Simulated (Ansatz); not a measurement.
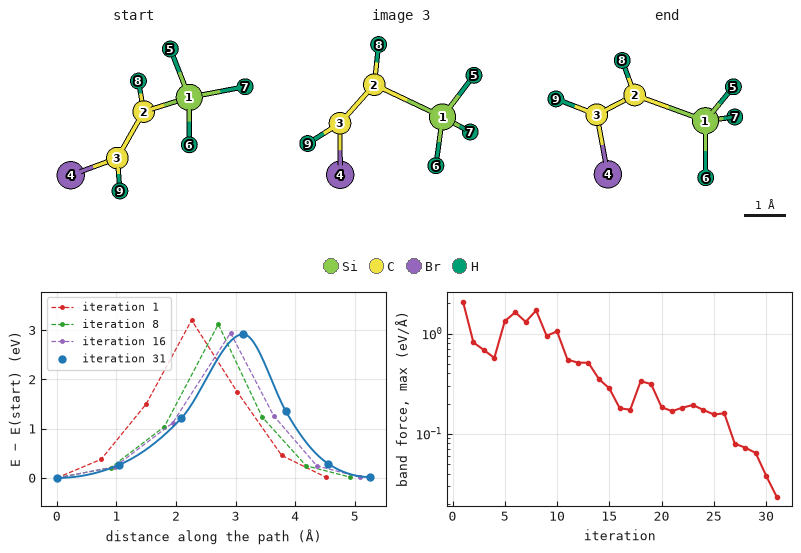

NEB run on C$_{2}$H$_{5}$BrSi. Images are numbered from 0 (start) to 6 (end). The plot follows the band through its iterations. A ball-and-stick model, seen from a free direction.

The calculation used Ansatz 0.2.0, RKS B3LYP-D4/def2-SVP. Set-up: 5 movable images; climbing image; force threshold 0.03 eV/Å; iteration limit 60; starting path by image-dependent pair potential.

Question: Did the band converge, and can the barrier be trusted?

Answer: The result is final at these settings. The band converged in 31 iterations. The largest component of the band force went from 2.1 to 0.024 eV/Å. The climbing image converged on the top of the path. Its vibrational analysis gives one imaginary mode (1396i cm⁻¹), as a transition state must have. The first iteration put the highest image at 3.20 eV. The highest point, image 3, lies 2.92 eV above the start and 2.90 eV above the end; the end is at +0.02 eV relative to the start.

The run took 4.7 min on 2 threads of Intel(R) Xeon(R) Platinum 8488C (Sapphire Rapids), with other jobs on the host, peak memory 0.26 GiB.
